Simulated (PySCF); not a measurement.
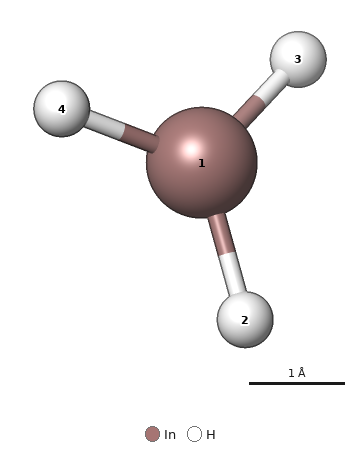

The input geometry (ball-and-stick view, seen at a tilt; atoms are numbered from 1 in the order of the input). Sticks mark near contacts. Bond lengths as drawn: H–In 1.72 Å.

**InH$_{3}$: single-point calculation**

The run: single-point calculation of InH$_{3}$. Method and program: RKS-based PBE0, In def2-TZVP with ECP28, H def2-TZVP; non-relativistic Hamiltonian with a scalar-relativistic core potential; density fitting (PySCF 2.14.0).

The geometry comes from this level: PBE0.

Output:
```
init E= -191.885237738226
  HOMO = -0.300302965532289  LUMO = -0.069687379767096  gap/eV = 6.27537
cycle= 1 E= -191.885237738227  delta_E= -6.54e-13  |g|= 6.2e-06  |ddm|= 1.68e-05
  HOMO = -0.300303693393233  LUMO = -0.0696878520678927  gap/eV = 6.27538
Extra cycle  E= -191.885237738229  delta_E= -2.3e-12  |g|= 5.79e-06  |ddm|= 1.62e-05
converged SCF energy = -191.885237738229
```

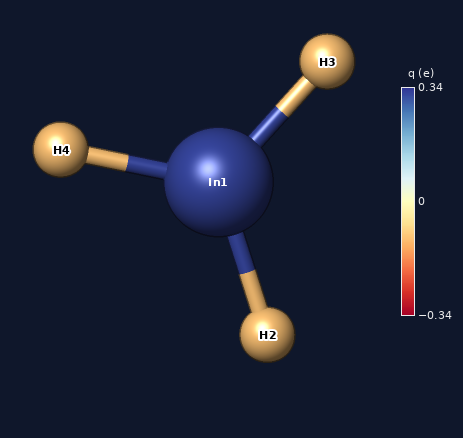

Mulliken charges, as the colour of each atom (ball-and-stick view, seen on its broad side; atoms are numbered from 1 in the order of the input). By element: In +0.32 and H −0.11 e.

The run was set up as follows.

The input:
```python
from pyscf import gto, scf, dft
mol = gto.M(atom='''
In    -0.000000     0.000000    -0.000000
H      1.724424    -0.000008     0.000000
H     -0.862205     1.493399    -0.000000
H     -0.862219    -1.493392     0.000000''',
    basis={'In': 'def2-TZVP', 'H': 'def2-TZVP'},
    ecp={'In': 'def2-TZVP'},
    charge=0, spin=0)
mf = dft.RKS(mol, xc='PBE0')
mf.grids.atom_grid = (75, 302)
aux = {'In': 'def2-universal-JKFIT', 'H': 'def2-universal-JKFIT'}
mf = mf.density_fit(auxbasis=aux)
mf.conv_tol = 1e-09
mf.diis_space = 10
mf.max_cycle = 60
mf.verbose = 4
mf.kernel()
```

The script is an equivalent of the set-up of the self-consistent field. The run itself was carried out by a driver, which started from the orbitals of the step before it where there was one and computed the further properties.

Command:
```bash
OMP_NUM_THREADS=4 python axn.py task.json out
```

Results in brief:

```csv
quantity,value
outcome,converged
total energy,−191.885238 hartree
HOMO,−8.17 eV
LUMO,−1.90 eV
dipole moment,0.00 D
hardware,"4 threads of Arm Neoverse V2, 112 GiB of memory available, shared host"
wall time,0.8 s (CPU time 2.1 s)
peak memory,0.73 GiB
```
